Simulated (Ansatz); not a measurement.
```cif
data_structure
_symmetry_space_group_name_H-M 'P 1'
_symmetry_Int_Tables_number 1
_cell_length_a 4.1530
_cell_length_b 8.5426
_cell_length_c 15.9751
_cell_angle_alpha 90.000
_cell_angle_beta 90.000
_cell_angle_gamma 90.000
_cell_volume 566.76
loop_
_atom_site_label
_atom_site_type_symbol
_atom_site_fract_x
_atom_site_fract_y
_atom_site_fract_z
_atom_site_occupancy
Lu1 Lu 0.00000 0.50000 0.29660 1
Lu2 Lu 0.50000 0.00000 0.79660 1
Lu3 Lu 0.50000 0.00000 0.20340 1
Lu4 Lu 0.00000 0.50000 0.70340 1
Lu5 Lu 0.00000 0.26146 0.50000 1
Lu6 Lu 0.50000 0.76146 0.00000 1
Lu7 Lu 0.50000 0.23854 0.00000 1
Lu8 Lu 0.00000 0.73854 0.50000 1
Si1 Si 0.00000 0.00000 0.92278 1
Si2 Si 0.50000 0.50000 0.42278 1
Si3 Si 0.00000 0.00000 0.07722 1
Si4 Si 0.50000 0.50000 0.57722 1
Si5 Si 0.00000 0.15716 0.30345 1
Si6 Si 0.50000 0.65716 0.80345 1
Si7 Si 0.00000 0.84284 0.30345 1
Si8 Si 0.50000 0.34284 0.80345 1
Si9 Si 0.50000 0.34284 0.19655 1
Si10 Si 0.00000 0.84284 0.69655 1
Si11 Si 0.00000 0.15716 0.69655 1
Si12 Si 0.50000 0.65716 0.19655 1
Si13 Si 0.00000 0.50000 0.07946 1
Si14 Si 0.50000 0.00000 0.57946 1
Si15 Si 0.50000 0.00000 0.42054 1
Si16 Si 0.00000 0.50000 0.92054 1
Pt1 Pt 0.00000 0.24838 0.14740 1
Pt2 Pt 0.50000 0.74838 0.64740 1
Pt3 Pt 0.00000 0.75162 0.14740 1
Pt4 Pt 0.50000 0.25162 0.64740 1
Pt5 Pt 0.50000 0.25162 0.35260 1
Pt6 Pt 0.00000 0.75162 0.85260 1
Pt7 Pt 0.00000 0.24838 0.85260 1
Pt8 Pt 0.50000 0.74838 0.35260 1
```

Space group Immm; built by placing these elements on a known structure type; not relaxed (largest force 1.4 eV/Å).

The calculation used Ansatz 0.2.0, DFT, PAW plane waves, r2SCAN.

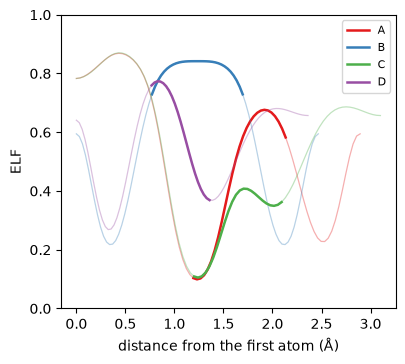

LuSi₂Pt. ELF along straight lines between neighbouring atoms. Thin, pale parts lie inside the atomic spheres.

In a PAW calculation such maps are meaningful between the atoms, not at the nuclei.

**Which curve belongs to which contact (Lu–Pt, Lu–Si, Si–Pt and Si–Si)? The first atom named is at distance zero.**

Curve A: Lu–Si (2.89 Å): the ELF peaks at about 0.70 in the valence shell of Si, 1.0 Å from its nucleus, and is about 0.25 at the midpoint. Curve B: Si–Si (2.47 Å): the ELF peaks at about 0.85 between the atoms. Curve C: Lu–Pt (3.10 Å): the ELF is about 0.35 at the midpoint. Curve D: Si–Pt (2.36 Å): the ELF peaks at about 0.75 in the valence shell of Si, 0.8 Å from its nucleus, and is about 0.50 at the midpoint.
